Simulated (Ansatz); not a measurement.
# Zr3Si (antiAuCu3): equation of state and elastic constants

How stiff is Zr3Si (antiAuCu3)? Energies and pressures are computed at volumes on both sides of the relaxed cell and fitted, then the elastic tensor. The cell was built by placing the elements on the sites of a structure type; the runs don't test whether it is the stable form.

Method: DFT PBEsol, scalar-relativistic, plane waves, PAW, in Ansatz 0.2.0.

## 1. The starting structure

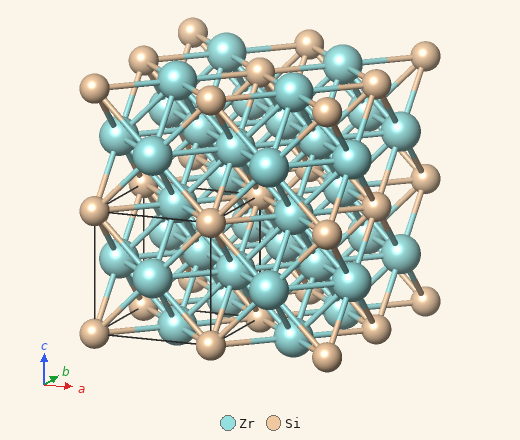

The starting structure, seen slightly off an axis (zirconium light teal, silicon light orange). 2×2×2 cells are drawn. Atoms on the faces are drawn again on the opposite ones.

As a file:

```
Zr Si
1.0
     4.25729    0.00000    0.00000
     0.00000    4.25729    0.00000
     0.00000    0.00000    4.25729
Zr Si
3 1
Direct
  0.00000 0.50000 0.50000
  0.50000 0.50000 0.00000
  0.50000 0.00000 0.50000
  0.00000 0.00000 0.00000
```

This cell comes from an earlier session at PBEsol: 19.290 Å³/atom at -0.02 GPa, on a 8×8×8 mesh.

Volume factors to run: 0.980, 1.020, 0.960, 1.040.

## 2. At 0.980 of the relaxed volume

File input.yaml:

```yaml
crystal:
  lattice:
    - [4.2287128324, 0.0, 0.0]
    - [0.0, 4.2287128324, 0.0]
    - [0.0, 0.0, 4.2287128324]
  atoms:
    - { symbol: Zr, position: [0.0, 0.5, 0.5] }
    - { symbol: Zr, position: [0.5, 0.5, 0.0] }
    - { symbol: Zr, position: [0.5, 0.0, 0.5] }
    - { symbol: Si, position: [0.0, 0.0, 0.0] }
basis:
  ecutwfc: 420
  ecutrho_ratio: 4
kpoints:
  mp_grid: { grid: [8, 8, 8] }
hamiltonian:
  xc: pbesol
scf:
  occupations: { method: gaussian, width: 0.05 }
output:
  forces: true
  stress: true
  eigenvalues: true
```

Log, shortened:

```text
Warning: RAYON_NUM_THREADS=4 ignored (pool sized by the plan → 4); use --threads N
[...]
Pseudopotentials: kind: paw
Pseudopotential: Zr, paw, valence charge 12, recommended cutoff 420 eV (normal), Zr.paw.azcp
Pseudopotential: Si, paw, valence charge 4, recommended cutoff 420 eV (normal), Si.paw.azcp
Functional definition: PBEsol
[...]
Crystal: 4 atoms, lattice volume = 75.618 Å³
Basis set: ecut = 420 eV, 1419 PW (Γ), exchange–correlation on 60×60×60 points (8 copies of the dense FFT grid, shifted against one another)
Bands: 24, of which v1, the nominal top of the filled ones, is band 20 counted from 1 (19 counted from 0)
Symmetry: 48 space group operations
Space group: Pm-3m (ITA 221), of the structure as read, at distance tolerance 4.2e-5 Å
k-points: 35 of 512
[...]
SCF iter   1: F=—  HF=-13009.089724 eV  |F-HF|=—  |Δ(HF+E_count)|=         —  Δρ=5.12e-3  dr2=1.49e-2  ethr=1.77e-3  ⟨swp⟩=4.9  Hψ=3605  notcnv=0
[...]
SCF iter   6: F=-13009.084755 eV  HF=-13009.084755 eV  |F-HF|=2.86e-10  |Δ(HF+E_count)|=   2.17e-8  Δρ=2.39e-6  dr2=2.61e-9  ethr=2.50e-10  ⟨swp⟩=5.0  Hψ=2770  notcnv=0
[...]
SCF converged after 6 iterations
Free energy (F): -13009.084755 eV
[...]
E sigma→0 (E₀):  -13009.081445 eV
Entropy (-TS):   -0.006620 eV (-1.655 meV/atom)
Fermi energy:    15.013386 eV
[...]
--- Forces (eV/Å), atoms counted from 1 ---
  atom   1  Zr     0.00000000    -0.00000000    -0.00000000
  atom   2  Zr     0.00000000    -0.00000000     0.00000000
  atom   3  Zr     0.00000000    -0.00000000    -0.00000000
  atom   4  Si    -0.00000000    -0.00000000    -0.00000000
[...]
--- Stress (GPa, compression-positive) ---
        2.478570       0.000000       0.000000
        0.000000       2.478570       0.000000
        0.000000      -0.000000       2.478570
  P = ⅓ Tr σ = 2.4786 GPa (24.786 kbar)
--- Band table (eV; the first three rows and the last of 35) ---
  k-point 0: bands = ["-33.5139", "-33.1927", "-33.1927", "-12.0896", "-12.0896", "-12.0896", "-11.3757", "-11.3757", "-11.3757", "-10.8804", "-10.8804", "-10.8804", "5.7656", "10.7028", "12.3299", "12.3299", "12.8355", "12.8355", "12.8355", "14.5597", "14.5597", "14.5597", "17.2887", "17.2887"]
[...]
```

It took 1.9 s on 4 threads of an Arm CPU, shared host; peak memory 0.39 GiB.

Read off: volume 18.904 Å³/atom, pressure 2.48 GPa, a metal on this mesh.

## 3. Volume × 1.020

Edit input.yaml of step 2 so:

```diff
@@ -2,5 +2,5 @@
   lattice:
-    - [4.2287128324, 0.0, 0.0]
-    - [0.0, 4.2287128324, 0.0]
-    - [0.0, 0.0, 4.2287128324]
+    - [4.2854808523, 0.0, 0.0]
+    - [0.0, 4.2854808523, 0.0]
+    - [0.0, 0.0, 4.2854808523]
   atoms:
```

Log, shortened:

```text
Warning: RAYON_NUM_THREADS=4 ignored (pool sized by the plan → 4); use --threads N
[...]
[... 4 set-up lines as earlier in the session ...]
[...]
Crystal: 4 atoms, lattice volume = 78.704 Å³
Basis set: ecut = 420 eV, 1551 PW (Γ), exchange–correlation on 60×60×60 points (8 copies of the dense FFT grid, shifted against one another)
Bands: 24, of which v1, the nominal top of the filled ones, is band 20 counted from 1 (19 counted from 0)
[... 1 set-up line as earlier in the session ...]
Space group: Pm-3m (ITA 221), of the structure as read, at distance tolerance 4.3e-5 Å
k-points: 35 of 512
[...]
SCF iter   1: F=—  HF=-13009.090458 eV  |F-HF|=—  |Δ(HF+E_count)|=         —  Δρ=4.97e-3  dr2=1.51e-2  ethr=1.77e-3  ⟨swp⟩=4.9  Hψ=3540  notcnv=0
[...]
SCF iter   6: F=-13009.085044 eV  HF=-13009.085044 eV  |F-HF|=1.03e-9  |Δ(HF+E_count)|=   2.15e-8  Δρ=2.85e-6  dr2=4.59e-9  ethr=2.50e-10  ⟨swp⟩=5.0  Hψ=2823  notcnv=0
[...]
SCF converged after 6 iterations
Free energy (F): -13009.085044 eV
[...]
E sigma→0 (E₀):  -13009.081915 eV
Entropy (-TS):   -0.006257 eV (-1.564 meV/atom)
Fermi energy:    14.345475 eV
[...]
--- Forces (eV/Å), atoms counted from 1 ---
  atom   1  Zr     0.00000000    -0.00000000    -0.00000000
  atom   2  Zr     0.00000000     0.00000000     0.00000000
  atom   3  Zr    -0.00000000    -0.00000000    -0.00000000
  atom   4  Si    -0.00000000     0.00000000     0.00000000
[...]
--- Stress (GPa, compression-positive) ---
       -2.298820       0.000000       0.000000
        0.000000      -2.298820       0.000000
        0.000000      -0.000000      -2.298820
  P = ⅓ Tr σ = -2.2988 GPa (-22.988 kbar)
--- Band table (eV; the first three rows and the last of 35) ---
[... band rows left out ...]
[...]
```

Wall time 1.9 s (4 threads of an Arm CPU, shared host); peak memory 0.39 GiB.

This gives: volume 19.676 Å³/atom, pressure -2.30 GPa, metallic.

## 4. Scaling the volume by 0.960

Edit input.yaml of step 3 so:

```diff
@@ -2,5 +2,5 @@
   lattice:
-    - [4.2854808523, 0.0, 0.0]
-    - [0.0, 4.2854808523, 0.0]
-    - [0.0, 0.0, 4.2854808523]
+    - [4.1997481368, 0.0, 0.0]
+    - [0.0, 4.1997481368, 0.0]
+    - [0.0, 0.0, 4.1997481368]
   atoms:
```

Log, shortened:

```text
Warning: RAYON_NUM_THREADS=4 ignored (pool sized by the plan → 4); use --threads N
[...]
[... 4 set-up lines as earlier in the session ...]
[...]
Crystal: 4 atoms, lattice volume = 74.075 Å³
Basis set: ecut = 420 eV, 1419 PW (Γ), exchange–correlation on 60×60×60 points (8 copies of the dense FFT grid, shifted against one another)
Bands: 24, of which v1, the nominal top of the filled ones, is band 20 counted from 1 (19 counted from 0)
[... 2 set-up lines as earlier in the session ...]
k-points: 35 of 512
[...]
SCF iter   1: F=—  HF=-13009.052749 eV  |F-HF|=—  |Δ(HF+E_count)|=         —  Δρ=5.24e-3  dr2=1.48e-2  ethr=1.77e-3  ⟨swp⟩=5.0  Hψ=3600  notcnv=0
[...]
SCF iter   6: F=-13009.047851 eV  HF=-13009.047851 eV  |F-HF|=3.20e-10  |Δ(HF+E_count)|=   2.26e-8  Δρ=2.27e-6  dr2=2.33e-9  ethr=2.50e-10  ⟨swp⟩=5.1  Hψ=2865  notcnv=0
[...]
SCF converged after 6 iterations
Free energy (F): -13009.047851 eV
[...]
E sigma→0 (E₀):  -13009.044342 eV
Entropy (-TS):   -0.007019 eV (-1.755 meV/atom)
Fermi energy:    15.367849 eV
[...]
--- Forces (eV/Å), atoms counted from 1 ---
  atom   1  Zr     0.00000000    -0.00000000    -0.00000000
  atom   2  Zr     0.00000000    -0.00000000     0.00000000
  atom   3  Zr     0.00000000    -0.00000000     0.00000000
  atom   4  Si    -0.00000000    -0.00000000    -0.00000000
[...]
--- Stress (GPa, compression-positive) ---
        5.227512      -0.000000       0.000000
        0.000000       5.227512       0.000000
        0.000000       0.000000       5.227512
  P = ⅓ Tr σ = 5.2275 GPa (52.275 kbar)
--- Band table (eV; the first three rows and the last of 35) ---
[... band rows left out ...]
[...]
```

It took 1.9 s on 4 threads of an Arm CPU, shared host; peak memory 0.39 GiB.

Read off: volume 18.519 Å³/atom, pressure 5.23 GPa, no gap.

## 5. Scaling the volume by 1.040

Edit input.yaml of step 4 so:

```diff
@@ -2,5 +2,5 @@
   lattice:
-    - [4.1997481368, 0.0, 0.0]
-    - [0.0, 4.1997481368, 0.0]
-    - [0.0, 0.0, 4.1997481368]
+    - [4.3133094298, 0.0, 0.0]
+    - [0.0, 4.3133094298, 0.0]
+    - [0.0, 0.0, 4.3133094298]
   atoms:
```

Log, shortened:

```text
Warning: RAYON_NUM_THREADS=4 ignored (pool sized by the plan → 4); use --threads N
[...]
[... 4 set-up lines as earlier in the session ...]
[...]
Crystal: 4 atoms, lattice volume = 80.248 Å³
Basis set: ecut = 420 eV, 1551 PW (Γ), exchange–correlation on 60×60×60 points (8 copies of the dense FFT grid, shifted against one another)
Bands: 24, of which v1, the nominal top of the filled ones, is band 20 counted from 1 (19 counted from 0)
[... 2 set-up lines as earlier in the session ...]
k-points: 35 of 512
[...]
SCF iter   1: F=—  HF=-13009.058415 eV  |F-HF|=—  |Δ(HF+E_count)|=         —  Δρ=4.94e-3  dr2=1.54e-2  ethr=1.77e-3  ⟨swp⟩=4.7  Hψ=3495  notcnv=0
[...]
SCF iter   6: F=-13009.052762 eV  HF=-13009.052762 eV  |F-HF|=9.46e-10  |Δ(HF+E_count)|=   1.75e-8  Δρ=2.77e-6  dr2=4.51e-9  ethr=2.50e-10  ⟨swp⟩=5.2  Hψ=2871  notcnv=0
[...]
SCF converged after 6 iterations
Free energy (F): -13009.052762 eV
[...]
E sigma→0 (E₀):  -13009.049652 eV
Entropy (-TS):   -0.006220 eV (-1.555 meV/atom)
Fermi energy:    14.030265 eV
[...]
--- Forces (eV/Å), atoms counted from 1 ---
  atom   1  Zr     0.00000000     0.00000000     0.00000000
  atom   2  Zr     0.00000000    -0.00000000     0.00000000
  atom   3  Zr     0.00000000    -0.00000000     0.00000000
  atom   4  Si    -0.00000000     0.00000000     0.00000000
[...]
--- Stress (GPa, compression-positive) ---
       -4.370346       0.000000       0.000000
        0.000000      -4.370346       0.000000
        0.000000       0.000000      -4.370346
  P = ⅓ Tr σ = -4.3703 GPa (-43.703 kbar)
--- Band table (eV; the first three rows and the last of 35) ---
[... band rows left out ...]
[...]
```

Run time: 1.9 s. Hardware: 4 threads of an Arm CPU, shared host; peak memory 0.4 GiB.

Result: volume 20.062 Å³/atom, pressure -4.37 GPa, metallic.

## 6. The fit

Energies have the smearing extrapolated to zero and count from the lowest point.

```csv
volume (Å³/atom),energy (meV/atom),pressure (GPa),gap (eV)
18.519,12.22,5.23,metal
18.904,2.94,2.48,metal
19.290,0.00,-0.02,metal
19.676,2.83,-2.30,metal
20.062,10.89,-4.37,metal
```

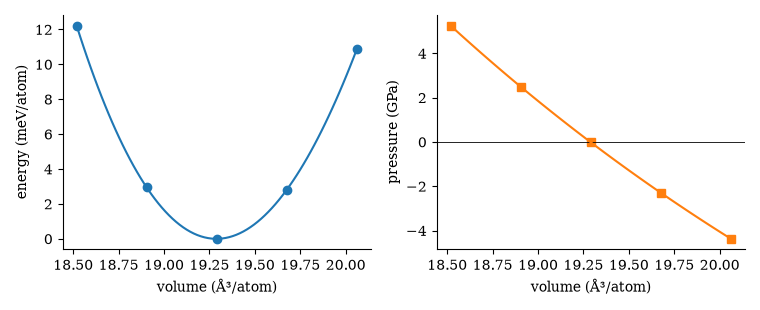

Energy and pressure against volume; lines are the Birch–Murnaghan fit to the energies.

## 7. Elastic constants, atoms relaxed

Edit input.yaml of step 5 so:

```diff
@@ -2,5 +2,5 @@
   lattice:
-    - [4.3133094298, 0.0, 0.0]
-    - [0.0, 4.3133094298, 0.0]
-    - [0.0, 0.0, 4.3133094298]
+    - [4.2572860831, 0.0, 0.0]
+    - [0.0, 4.2572860831, 0.0]
+    - [0.0, 0.0, 4.2572860831]
   atoms:
@@ -23 +23,4 @@
   eigenvalues: true
+elastic:
+  mode: relaxed_ion
+  stencil: two_point
```

Log, shortened:

```text
Warning: RAYON_NUM_THREADS=4 ignored (pool sized by the plan → 4); use --threads N
[...]
[... 4 set-up lines as earlier in the session ...]
[...]
Crystal: 4 atoms, lattice volume = 77.161 Å³
Basis set: ecut = 420 eV, 1503 PW (Γ), exchange–correlation on 60×60×60 points (8 copies of the dense FFT grid, shifted against one another)
Bands: 24, of which v1, the nominal top of the filled ones, is band 20 counted from 1 (19 counted from 0)
[... 2 set-up lines as earlier in the session ...]
k-points: 35 of 512
[...]
SCF iter   1: F=—  HF=-13009.101559 eV  |F-HF|=—  |Δ(HF+E_count)|=         —  Δρ=5.03e-3  dr2=1.49e-2  ethr=1.77e-3  ⟨swp⟩=4.9  Hψ=3596  notcnv=0
[...]
  moduli (Voigt/Reuss/Hill, GPa): K = 119.26/119.26/119.26   G = 56.39/26.03/41.21   E = 110.86   ν = 0.345
  mechanically stable: yes (min eigenvalue of sym C = 25.48 GPa)
  strain η (Voigt 11):  stress-route row diagonal C_11 = 136.24 GPa, energy-path curvature d²(F+E_count+ΔE)/dδ²/Ω₀ = 136.27 GPa
         δ    σ_11 (GPa)             F (eV)   n_scf  n_hpsi   n_pw
    -2.000e-3      -0.2513      -13009.0962857       8   31909   1522   relax 0 steps, max|allowed force component| 3.65e-29 eV/Å
     2.000e-3       0.2936      -13009.0962409       7   28567   1528   relax 0 steps, max|allowed force component| 1.25e-28 eV/Å
  strain η (Voigt 23):  stress-route row diagonal C_44 = 85.48 GPa, energy-path curvature d²(F+E_count+ΔE)/dδ²/Ω₀ = 85.45 GPa
         δ    σ_23 (GPa)             F (eV)   n_scf  n_hpsi   n_pw
    -2.000e-3      -0.1710      -13009.0963129       8   44016   1522   relax 0 steps, max|allowed force component| 8.66e-29 eV/Å
     2.000e-3       0.1710      -13009.0963129       5   35770   1522   relax 0 steps, max|allowed force component| 4.52e-29 eV/Å
```

Wall time 20 s (4 threads of an Arm CPU, shared host); peak memory 0.51 GiB.

Read off: volume 19.290 Å³/atom, pressure -0.02 GPa, metallic.

C in GPa, rows and columns xx, yy, zz, yz, xz, xy:

```
136.2 110.8 110.8   0.0   0.0   0.0
110.8 136.2 110.8   0.0   0.0   0.0
110.8 110.8 136.2   0.0   0.0   0.0
  0.0   0.0   0.0  85.5   0.0   0.0
  0.0   0.0   0.0   0.0  85.5   0.0
  0.0   0.0   0.0   0.0   0.0  85.5
```

| modulus (GPa) | Voigt | Reuss | Hill |
| --- | --- | --- | --- |
| bulk | 119.3 | 119.3 | 119.3 |
| shear | 56.4 | 26.0 | 41.2 |

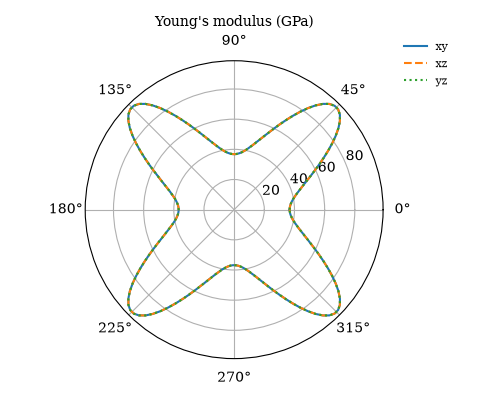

Young's modulus by direction in the xy, xz and yz planes.

## 8. Results

| quantity | value |
| --- | --- |
| V0 | 19.288 Å³/atom |
| B0 | 120 GPa |
| B0′ | 3.7 |
| scatter of the fit | 0.001 meV/atom |
| C11, C12, C44 | 136, 111, 86 GPa |
| K, G, E (Hill) | 119, 41, 111 GPa |
| Poisson's ratio | 0.35 |

The fitted minimum lies at 19.29 Å³/atom, and the bulk modulus is 120 GPa. One per cent of compression takes about 1.2 GPa. All eigenvalues of the tensor are positive, so the cell is mechanically stable. K/G = 2.90 lies over Pugh's 1.75, an empirical mark of ductile behaviour drawn from metals, and the universal anisotropy index of 5.86 is large. The bulk moduli from the tensor and from the fit agree within 1 %. These are values at 0 K without zero-point motion.
